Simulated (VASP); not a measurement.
Band structure of AlN (zinc blende). Computed with rev-vdW-DF2, VASP's PBE PAW potentials (set 64) (plane waves; VASP 6.6.1).

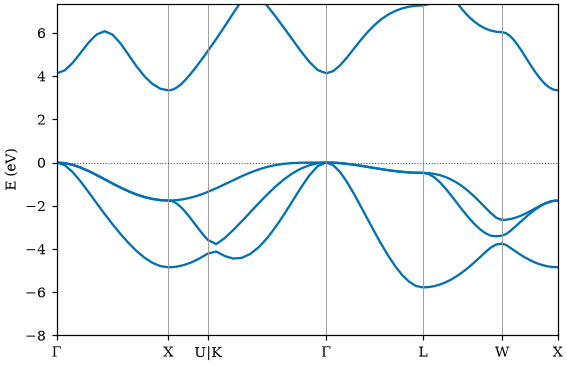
Fig. 1. Bands along high-symmetry lines, zero at the valence-band maximum or, without a gap, the Fermi level

Problem. Read the plot: is there a gap, and where are the band edges?

Solution. The gap is indirect, 3.34 eV, from the valence maximum at Γ to the conduction minimum at X. (Edges off the drawn lines would not show.)

Measured: gap 5.34 eV (computed value off by -2.00 eV), as given by Daiki Deguchi et al., Japanese Journal of Applied Physics (2016), arXiv:1512.06930.

The compound is AlN in the zinc blende structure, a metastable form; wurtzite is the usual one. It was relaxed first.
